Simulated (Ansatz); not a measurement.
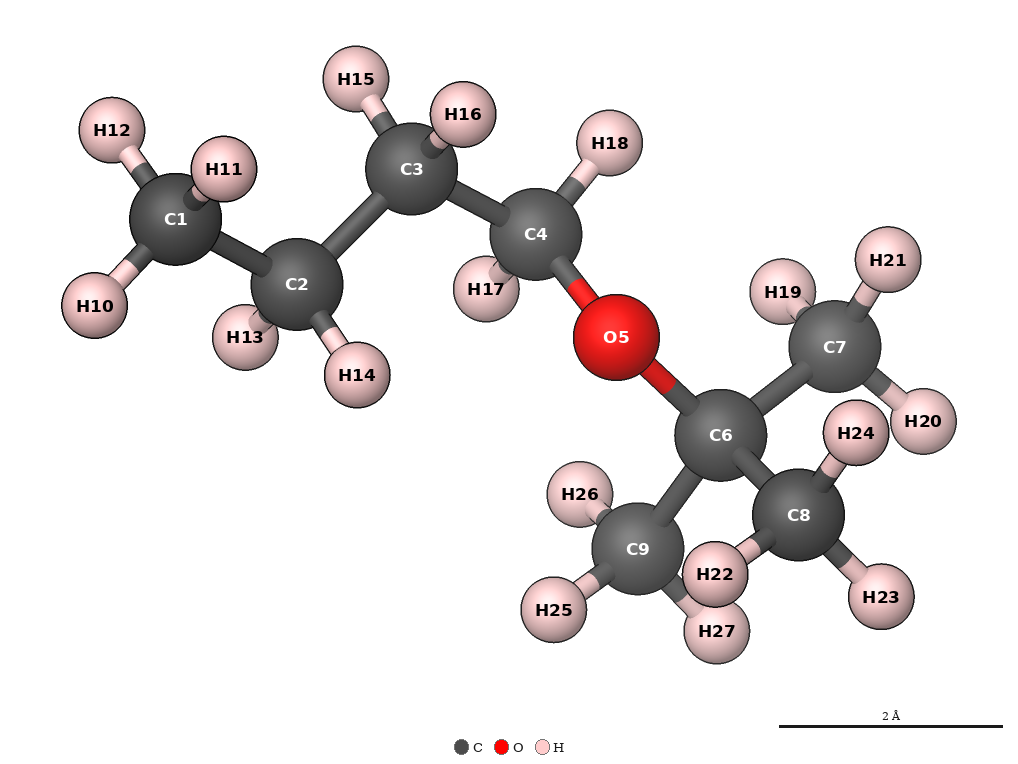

The atoms are numbered. Computed geometry: PBE-D4/def2-SVP optimisation. No frequency run is at hand to confirm it as a minimum.

What is the geometry at O5?

O5 has 2 neighbours (C4 at 1.42, C6 at 1.44 Å); the arrangement is bent.

Describe the coordination of atom 3.

C3 has 4 neighbours (C2 at 1.53, C4 at 1.52, H15 at 1.11, H16 at 1.11 Å); the arrangement is tetrahedral.

Describe the coordination of atom 4.

C4 has 4 neighbours (C3 at 1.52, O5 at 1.42, H17 at 1.12, H18 at 1.12 Å); the arrangement is tetrahedral.

Describe the coordination of atom 6.

C6 has 4 neighbours (O5 at 1.44, C7 at 1.54, C8 at 1.53, C9 at 1.54 Å); the arrangement is tetrahedral.

What is the dihedral angle C4–O5–C6–C7?

55° in size, that is gauche.
